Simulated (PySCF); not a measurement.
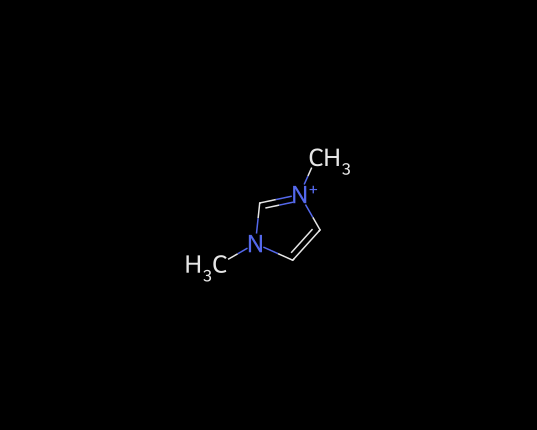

A structural formula. The species has charge +1 and is a spin singlet.

Question: Write the SMILES.

Answer: Cn1cc[n+](C)c1

Question: Give the formula, hydrogens included.

Answer: C5H9N2, charge +1.

Question: An optimisation with PBE0-D3(BJ)/def2-SVP gave a structure of which point group?

Answer: C2v.

The parts below concern this one geometry. Atoms keep their numbers from picture to picture. The geometry was computed by an optimisation with PBE0-D3(BJ)/def2-SVP. No frequency run is at hand to confirm it as a minimum.

**NMR shielding**

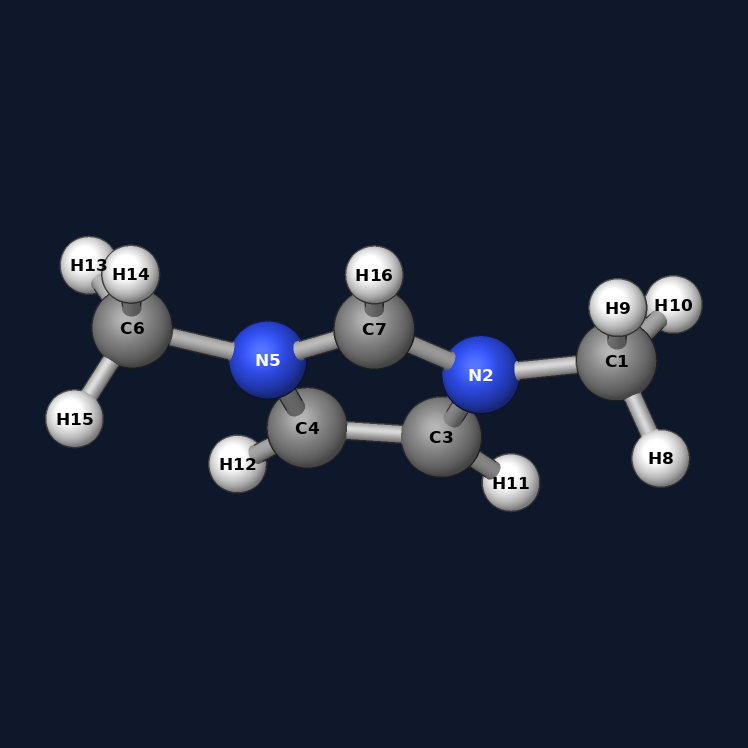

No frequency run is at hand to confirm it as a minimum. Level of theory: GIAO PBE0/pcSseg-1 NMR shielding, non-relativistic, IEF-PCM dichloromethane (PySCF 2.14.0). Principal shieldings σ11 ≤ σ22 ≤ σ33, span Ω = σ33 − σ11, skew κ = 3(σiso − σ22)/Ω.

Give the shielding tensors of the N atoms.

| atom | σ11 | σ22 | σ33 | σiso | Ω | κ |
| --- | --- | --- | --- | --- | --- | --- |
| N2, N5 | −48.5 | 47.2 | 179.8 | 59.5 | 228.4 | 0.16 |

Shieldings and span in ppm.

**Excitation**

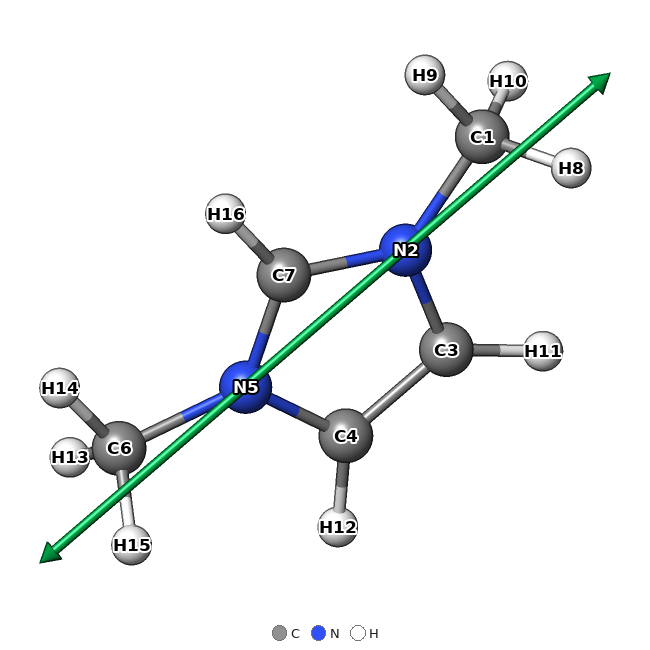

The double arrow shows the direction of the transition dipole to excited singlet state 4 (its length means nothing). No frequency run is at hand to confirm it as a minimum. Method: TDDFT B3LYP/def2-SVPD, vertical, IEF-PCM dichloromethane (non-equilibrium linear response), core orbitals frozen in the response (PySCF 2.14.0).

Question: How is the transition polarised?

Answer: Nearly parallel to the C3–C4 bond.

Question: Where does the transition lie, and how strong is it?

Answer: 7.71 eV (161 nm), oscillator strength 0.82, mainly HOMO−1 → LUMO (weight 0.55); transition dipole 5.28 D.

**Ring current**

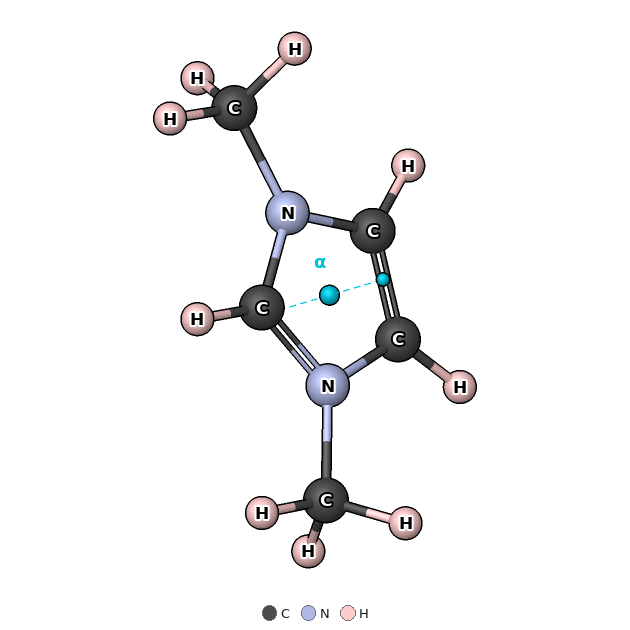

The small points mark where nucleus-independent chemical shifts (NICS) were computed: at the centre of each lettered ring and 1 Å above and below it. No frequency run is at hand to confirm it as a minimum. Properties computed with GIAO PBE0/pcSseg-1 NMR shielding, non-relativistic, IEF-PCM acetonitrile (PySCF 2.14.0).

Give NICS(0), NICS(1) and the out-of-plane component NICS(1)zz for each ring (means of the two sides).

```
ring  members  NICS(0)  NICS(1)  NICS(1)zz
   α     C3N2    −13.7    −10.3      −27.2
```

Values in ppm.

Question: What do the values say about the ring currents?

Answer: Ring α: diatropic, as in an aromatic ring. NICS is one index among several.
